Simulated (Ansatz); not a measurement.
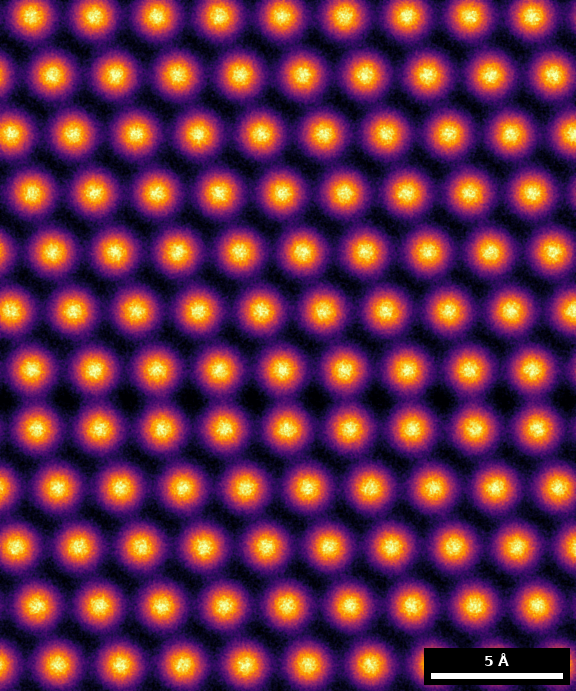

iDPC-like image of Rh (Fm-3m, No. 225) along [110]. Simulated as the projected potential of neutral atoms (B = 0.3 Å²) blurred by a 1.15 Å probe, the thin-sample limit of integrated differential phase contrast. Shot noise was added.

One planar defect was built into the perfect crystal by geometry alone, without relaxation. Host structure: the geometry given to an electronic-structure calculation, possibly off equilibrium.

> Find the planar defect and say what kind it is.

A planar fault (a stacking fault) runs horizontally about 15 Å below the top edge. The part above it is shifted along the boundary by 1/4 of the 2.39 Å repeat of the rows (0.6 Å to the right, the same as 1.8 Å to the left); both parts keep the same orientation.
